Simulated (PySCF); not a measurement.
# B2N2H8: geometry, NMR shifts, spin-spin couplings, electronic excitations and core binding energies

Aim: predict the NMR shifts, spin-spin couplings, electronic excitations and core binding energies of B2N2H8 (`[BH2-]1[NH2+][BH2-][NH2+]1`).

Programs: PySCF 2.14.0, with density-fitted response routines of our own. Each step states its level of theory. These are calculated values for one molecule in the gas phase, unless marked as measured. Atoms are numbered from 0 throughout.

### 1 The molecule as given

12 atoms, charge 0, multiplicity 1; geometry from: GFN2-xTB.

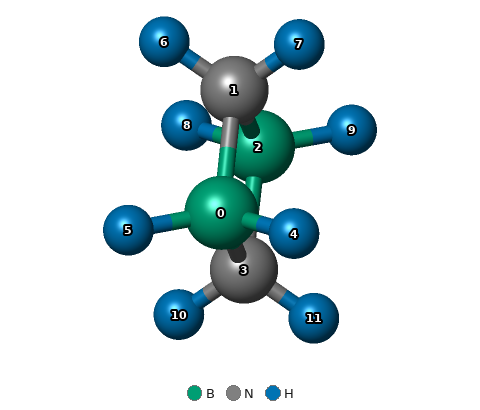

As it starts; boron teal, nitrogen grey, hydrogen blue, atoms numbered; sticks join atoms by distance.

### 2 Geometry optimisation at PBE0-D3(BJ)/def2-SVP

What the job is given:

```
{"job": {"xc": "PBE0", "basis": "def2-SVP", "d3": "d3bj", "grid": 1, "kind": "geom"}, "charge": 0, "multiplicity": 1}
B      0.387080     0.818120    -0.642340
N      1.062860    -0.248850     0.321300
B     -0.386960    -0.816030     0.636690
N     -1.061230     0.244180    -0.335850
H      0.520600     1.927170    -0.238450
H      0.700210     0.658130    -1.776750
H      1.686370    -0.901080    -0.134960
H      1.548520     0.143490     1.116600
H     -0.525320    -1.930660     0.249140
H     -0.697150    -0.638440     1.769510
H     -1.542750    -0.152930    -1.131240
H     -1.689820     0.895510     0.114300
```

Run with:

```sh
OMP_NUM_THREADS=1 python probes_run.py task.json out
```

One launch serves the whole session: the jobs run in the order shown.

Standard output:

```text
step   0  E = -163.78731325  max force = 0.013651
step   1  E = -163.78928878  max force = 0.000966
step   2  E = -163.78929713  max force = 0.000431
optimisation converged
```

Run time: 5.4 s. Hardware: 1 thread of Intel Xeon 6975P-C, shared host; peak memory 0.39 GiB.

Step by step:

| step | energy from step 0 (eV) | largest force component (eV/Å) |
| --- | --- | --- |
| 0 | 0.0000 | 0.7020 |
| 1 | -0.0538 | 0.0497 |
| 2 | -0.0540 | 0.0222 |

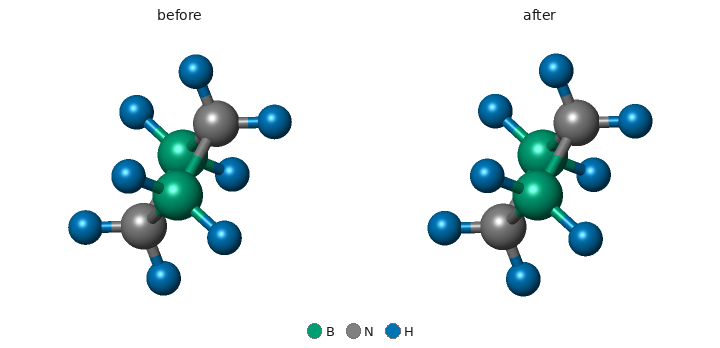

The geometry before (left) and after (right).

Close pairs (by a distance rule), those that changed most:

| bond | before (Å) | after (Å) | change (Å) |
| --- | --- | --- | --- |
| B0–H5 | 1.188 | 1.218 | +0.031 |
| B0–H4 | 1.188 | 1.218 | +0.030 |
| B2–H9 | 1.188 | 1.218 | +0.030 |
| B2–H8 | 1.188 | 1.218 | +0.030 |
| B0–N3 | 1.588 | 1.597 | +0.009 |
| B0–N1 | 1.589 | 1.598 | +0.009 |
| N1–B2 | 1.588 | 1.597 | +0.009 |
| B2–N3 | 1.589 | 1.598 | +0.009 |

The final coordinates are the input of the step that follows.

| at the end point | value |
| --- | --- |
| point group (found at 0.08 Å tolerance) | D2h |
| rotational constants (GHz, main isotopes) | 10.915, 8.918, 5.677 |
| dipole moment (D) | 0.03 |

### 3 Nuclear shieldings: PBE0/pcSseg-1

What the job is given:

```
{"job": {"kind": "nmr", "xc": "PBE0", "basis": "pcSseg-1"}, "charge": 0, "multiplicity": 1}
B      0.385019     0.816201    -0.640172
N      1.077814    -0.251553     0.325311
B     -0.384976    -0.813826     0.634604
N     -1.076757     0.247394    -0.338802
H      0.521536     1.954497    -0.228027
H      0.706019     0.652770    -1.804001
H      1.703280    -0.906640    -0.134776
H      1.565981     0.142479     1.124315
H     -0.526752    -1.956442     0.236388
H     -0.702091    -0.635331     1.797251
H     -1.558311    -0.151766    -1.139331
H     -1.708351     0.900827     0.115190
```

With the program's defaults for keys left out, this is: GIAO PBE0/pcSseg-1 NMR shielding, non-relativistic, gas phase.

Standard output:

```text
coarse grid: 9256 points
cycle   1  E = -163.8259894228  dE =  2.373e-01  |g| = 3.556e-01  |ddm| = 2.755e+00
cycle   2  E = -163.8332741047  dE = -7.285e-03  |g| = 3.605e-01  |ddm| = 6.830e-01
cycle   3  E = -163.8645811533  dE = -3.131e-02  |g| = 5.622e-02  |ddm| = 3.357e-01
cycle   4  E = -163.8652392269  dE = -6.581e-04  |g| = 1.996e-02  |ddm| = 5.932e-02
cycle   5  E = -163.8653269946  dE = -8.777e-05  |g| = 2.223e-03  |ddm| = 1.319e-02
cycle   6  E = -163.8653282574  dE = -1.263e-06  |g| = 1.556e-04  |ddm| = 2.994e-03
final grid: 87376 points
cycle   7  E = -163.8779616753  dE = -3.972e-05  |g| = 7.980e-03  |ddm| = 2.503e-02
cycle   8  E = -163.8779523684  dE =  9.307e-06  |g| = 1.055e-02  |ddm| = 1.459e-02
cycle   9  E = -163.8779765663  dE = -2.420e-05  |g| = 5.665e-04  |ddm| = 7.830e-03
cycle  10  E = -163.8779766486  dE = -8.224e-08  |g| = 1.181e-04  |ddm| = 5.030e-04
cycle  11  E = -163.8779766518  dE = -3.212e-09  |g| = 1.336e-05  |ddm| = 1.035e-04
cycle  12  E = -163.8779766518  dE = -4.309e-11  |g| = 9.943e-07  |ddm| = 2.005e-05
converged SCF energy = -163.8779766518

GIAO shielding tensors (ppm)
atom      isotropic    diamagn.    paramagn.     s11        s22        s33       span
  0 B      112.972     188.759     -75.787     96.883    112.882    129.150     32.267
  1 N      241.586     317.920     -76.334    231.915    233.249    259.593     27.678
  2 B      112.966     188.767     -75.801     96.881    112.871    129.147     32.266
  3 N      241.578     317.917     -76.338    231.895    233.258    259.583     27.688
  4 H       27.758      29.447      -1.689     24.373     28.133     30.767      6.394
  5 H       27.763      29.428      -1.665     24.370     28.127     30.792      6.423
  6 H       29.687      30.635      -0.948     23.477     26.177     39.407     15.930
  7 H       29.690      30.637      -0.947     23.449     26.192     39.428     15.979
  8 H       27.763      29.435      -1.673     24.369     28.127     30.792      6.423
  9 H       27.757      29.453      -1.696     24.373     28.133     30.766      6.393
 10 H       29.689      30.631      -0.942     23.479     26.178     39.409     15.930
 11 H       29.689      30.635      -0.946     23.448     26.191     39.427     15.979
```

Run time: 4.9 s. Hardware: 1 thread of Intel Xeon 6975P-C, shared host; peak memory 0.5 GiB.

Shifts follow as δ = σ(reference) − σ, with reference shieldings (ppm) from runs at the same level and on the same kind of geometry: 1H TMS 31.27, 15N NH3 265.7, 11B BF3·OEt2 100.7. The references are single molecules in the gas phase, so shifts against H2O, NH3, PH3, H3PO4 or CFCl3 are not on the usual liquid scales and can be off by tens of ppm. Atoms listed in one row are averaged.

| atoms | environment | σ (ppm) | δ (ppm) |
| --- | --- | --- | --- |
| H4, H5, H8, H9 | hydrogen on a boron bonded to 2 N, in a 4-membered ring | 27.76 | 3.51 |
| H6, H7, H10, H11 | hydrogen on a donor nitrogen of a Lewis adduct | 29.69 | 1.58 |
| B0, B2 | boron bonded to 2 N, 2 H, in a 4-membered ring | 113.0 | -12.2 |
| N1, N3 | donor nitrogen of a Lewis adduct | 241.6 | 24.1 |

The run also stored atomic charges by several schemes (e):

| atoms | Mulliken | IAO | Hirshfeld | ESP fit |
| --- | --- | --- | --- | --- |
| B0, B2 | 0.06 | -0.09 | 0.03 | 0.07 |
| N1, N3 | -0.46 | -0.42 | -0.14 | -0.28 |

Mulliken charges:

| atom | value (e) |
| --- | --- |
| B0 | 0.06 |
| N1 | -0.46 |
| B2 | 0.06 |
| N3 | -0.46 |
| H4 | -0.02 |
| H5 | -0.02 |
| H6 | 0.22 |
| H7 | 0.22 |
| H8 | -0.02 |
| H9 | -0.02 |
| H10 | 0.22 |
| H11 | 0.22 |

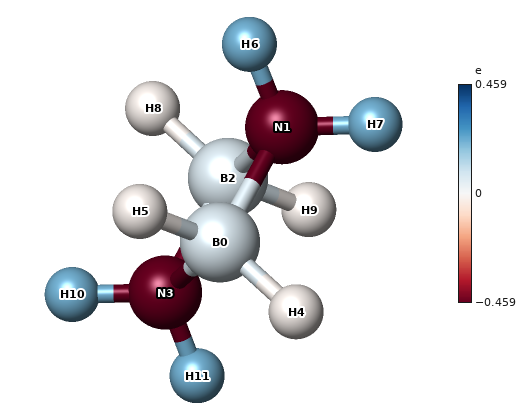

Mulliken charges, as colours on the atoms.

Mayer bond orders: B0–N1 0.72, N1–B2 0.72, B2–N3 0.72, N3–B0 0.72.

Ring of atoms B0, N1, B2, N3: NICS(0) -3.9, NICS(1) 0.2, NICS(1)zz 2.0 ppm (means of both faces).

### 4 Spin-spin couplings: B3LYP/pcJ-1

Settings changed since step 3:

```diff
@@ -1,2 +1,2 @@
-{"job": {"kind": "nmr", "xc": "PBE0", "basis": "pcSseg-1"}, "charge": 0, "multiplicity": 1}
+{"job": {"kind": "j", "xc": "B3LYP", "basis": "pcJ-1"}, "charge": 0, "multiplicity": 1}
 B      0.385019     0.816201    -0.640172
```

Method: B3LYP/pcJ-1 indirect spin-spin coupling, non-relativistic, gas phase.

Standard output:

```text
coarse grid: 9256 points
cycle   1  E = -164.0614217512  dE =  1.819e-01  |g| = 4.182e-01  |ddm| = 2.457e+00
cycle   2  E = -164.0547356337  dE =  6.686e-03  |g| = 4.865e-01  |ddm| = 7.743e-01
cycle   3  E = -164.1096281436  dE = -5.489e-02  |g| = 6.989e-02  |ddm| = 4.175e-01
cycle   4  E = -164.1105983942  dE = -9.703e-04  |g| = 2.673e-02  |ddm| = 7.003e-02
cycle   5  E = -164.1107582853  dE = -1.599e-04  |g| = 3.420e-03  |ddm| = 1.807e-02
cycle   6  E = -164.1107610558  dE = -2.771e-06  |g| = 2.251e-04  |ddm| = 3.777e-03
final grid: 87376 points
cycle   7  E = -164.1299695651  dE = -7.522e-05  |g| = 6.877e-03  |ddm| = 2.288e-02
cycle   8  E = -164.1299594271  dE =  1.014e-05  |g| = 9.908e-03  |ddm| = 9.881e-03
cycle   9  E = -164.1299787212  dE = -1.929e-05  |g| = 1.881e-04  |ddm| = 5.977e-03
cycle  10  E = -164.1299787254  dE = -4.261e-09  |g| = 3.012e-05  |ddm| = 1.384e-04
cycle  11  E = -164.1299787256  dE = -1.597e-10  |g| = 8.875e-06  |ddm| = 2.998e-05
converged SCF energy = -164.1299787256

Indirect spin-spin couplings (Hz)
  i      j    bonds     total        FC       PSO       DSO        SD
  0 B    1 N    1     -7.659    -6.895    -0.188    -0.086    -0.490
  0 B    2 B    2     -3.122    -3.090    -0.061     0.032    -0.003
  0 B    3 N    1     -7.673    -6.910    -0.187    -0.087    -0.490
  0 B    4 H    1    120.604   120.416    -0.850     0.879     0.159
  0 B    5 H    1    120.748   120.560    -0.850     0.878     0.160
  0 B    6 H    2     -2.862    -2.899     0.477    -0.517     0.077
  0 B    7 H    2     -2.854    -2.892     0.478    -0.518     0.077
  0 B    8 H    3      0.120     0.213     0.297    -0.362    -0.027
  0 B    9 H    3      0.096     0.191     0.288    -0.355    -0.028
  0 B   10 H    2     -2.853    -2.890     0.479    -0.519     0.077
  0 B   11 H    2     -2.861    -2.898     0.478    -0.518     0.077
  1 N    2 B    1     -7.665    -6.901    -0.188    -0.086    -0.490
  1 N    3 N    2      3.979     3.808     0.111     0.004     0.056
  1 N    4 H    2     -0.978    -0.924    -0.064     0.028    -0.018
  1 N    5 H    2     -0.971    -0.918    -0.064     0.029    -0.018
  1 N    6 H    1    -75.780   -72.806    -2.553    -0.270    -0.151
  1 N    7 H    1    -75.855   -72.883    -2.551    -0.270    -0.152
  1 N    8 H    2     -0.966    -0.913    -0.064     0.029    -0.018
  1 N    9 H    2     -0.979    -0.925    -0.064     0.028    -0.018
  1 N   10 H    3     -2.130    -2.148    -0.174     0.180     0.012
  1 N   11 H    3     -2.274    -2.294    -0.174     0.182     0.012
  2 B    3 N    1     -7.656    -6.891    -0.188    -0.086    -0.490
  2 B    4 H    3      0.096     0.191     0.288    -0.355    -0.028
  2 B    5 H    3      0.120     0.213     0.297    -0.362    -0.027
  2 B    6 H    2     -2.861    -2.898     0.478    -0.518     0.077
  2 B    7 H    2     -2.859    -2.897     0.478    -0.517     0.077
  2 B    8 H    1    120.747   120.559    -0.850     0.878     0.160
  2 B    9 H    1    120.629   120.441    -0.850     0.879     0.159
  2 B   10 H    2     -2.861    -2.899     0.478    -0.517     0.077
  2 B   11 H    2     -2.860    -2.898     0.478    -0.517     0.077
  3 N    4 H    2     -0.977    -0.924    -0.064     0.028    -0.018
  3 N    5 H    2     -0.969    -0.915    -0.064     0.029    -0.018
  3 N    6 H    3     -2.125    -2.144    -0.174     0.180     0.012
  3 N    7 H    3     -2.277    -2.297    -0.175     0.182     0.012
  3 N    8 H    2     -0.970    -0.917    -0.064     0.029    -0.018
  3 N    9 H    2     -0.977    -0.924    -0.064     0.028    -0.018
  3 N   10 H    1    -75.779   -72.804    -2.553    -0.270    -0.151
  3 N   11 H    1    -75.831   -72.858    -2.551    -0.270    -0.151
  4 H    5 H    2     -6.878    -6.853     1.278    -1.303         -
  4 H    6 H    3      5.772     5.913     2.147    -2.288         -
  4 H    7 H    3      7.866     7.944    -0.156     0.078         -
  4 H    8 H    4     -0.689    -0.572     1.568    -1.685         -
  4 H    9 H    4      1.286     1.400     0.535    -0.649         -
  4 H   10 H    3      5.784     5.925     2.148    -2.289         -
  4 H   11 H    3      7.878     7.957    -0.157     0.079         -
  5 H    6 H    3      7.872     7.951    -0.153     0.074         -
  5 H    7 H    3      5.589     5.730     2.130    -2.272         -
  5 H    8 H    4      1.334     1.448     0.568    -0.682         -
  5 H    9 H    4     -0.689    -0.572     1.568    -1.685         -
  5 H   10 H    3      7.881     7.960    -0.150     0.071         -
  5 H   11 H    3      5.597     5.738     2.131    -2.272         -
  6 H    7 H    2    -10.880   -11.299     4.951    -4.532         -
  6 H    8 H    3      7.879     7.958    -0.152     0.073         -
  6 H    9 H    3      5.778     5.919     2.148    -2.289         -
  6 H   10 H    4     -0.381    -0.214     1.333    -1.501         -
  6 H   11 H    4     -0.638    -0.491     2.653    -2.799         -
  7 H    8 H    3      5.590     5.731     2.130    -2.272         -
  7 H    9 H    3      7.872     7.950    -0.156     0.078         -
  7 H   10 H    4     -0.636    -0.489     2.653    -2.799         -
  7 H   11 H    4     -0.337    -0.168     1.363    -1.532         -
  8 H    9 H    2     -6.870    -6.846     1.278    -1.303         -
  8 H   10 H    3      7.873     7.952    -0.152     0.073         -
  8 H   11 H    3      5.593     5.734     2.130    -2.272         -
  9 H   10 H    3      5.765     5.906     2.146    -2.287         -
  9 H   11 H    3      7.868     7.947    -0.157     0.079         -
 10 H   11 H    2    -10.902   -11.320     4.948    -4.530         -
```

Run time: 13 s. Hardware: 1 thread of Intel Xeon 6975P-C, shared host; peak memory 0.75 GiB.

Couplings of 1 Hz or more, nine at most for each number of bonds, with means over like pairs (isotopes 11B, 1H, 15N):

| pair | bonds | J (Hz) | Fermi contact (Hz) | dihedral (°) |
| --- | --- | --- | --- | --- |
| B0–H4 | 1 | 120.7 | 120.5 | – |
| N1–H6 | 1 | -75.8 | -72.8 | – |
| B0–N1 | 1 | -7.7 | -6.9 | – |
| H6–H7 | 2 | -10.9 | -11.3 | – |
| H4–H5 | 2 | -6.9 | -6.8 | – |
| N1–N3 | 2 | 4.0 | 3.8 | – |
| B0–B2 | 2 | -3.1 | -3.1 | – |
| B0–H6 | 2 | -2.9 | -2.9 | – |
| H4–H7 | 3 | 7.9 | 8.0 | -2 |
| H4–H6 | 3 | 5.7 | 5.8 | -129 |
| N1–H10 | 3 | -2.2 | -2.2 | – |
| H4–H9 | 4 | 1.3 | 1.4 | – |

Where two rows join the same classes of atoms, they are the two kinds of pair (J and J′ of an AA′XX′ pattern), each a mean over its own pairs alone.

The spin-dipole term was solved for some atoms only; pairs without it lack that part.

Quadrupole couplings from the field gradients of the same density:

| atom | isotope | eQq/h (MHz) | η |
| --- | --- | --- | --- |
| N3 | 14N | -2.616 | 0.53 |
| N1 | 14N | -2.616 | 0.53 |
| B2 | 11B | -1.941 | 0.69 |
| B0 | 11B | -1.940 | 0.69 |

Joined with the shifts from before (PBE0/pcSseg-1, unscaled), the couplings predict the line list below for 600 MHz. Couplings to quadrupolar nuclei are left out.

1H NMR δ 3.51 (br, 4H), 1.58 (br s, 4H).

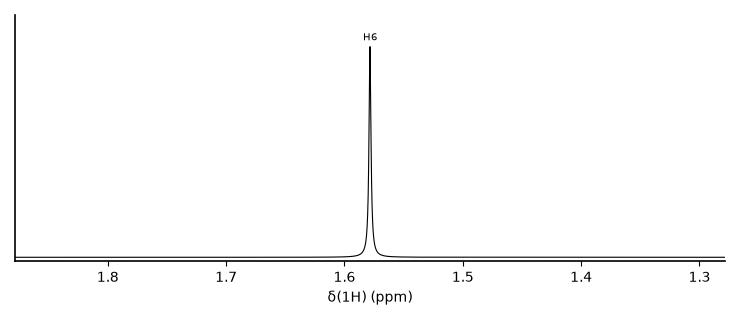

Simulated proton spectrum at 600 MHz, by exact diagonalisation of each spin system; lines 1.2 Hz wide, exchangeable protons uncoupled, protons on B, Al or Ga left out.

(Part 1 of 2 ends here.)
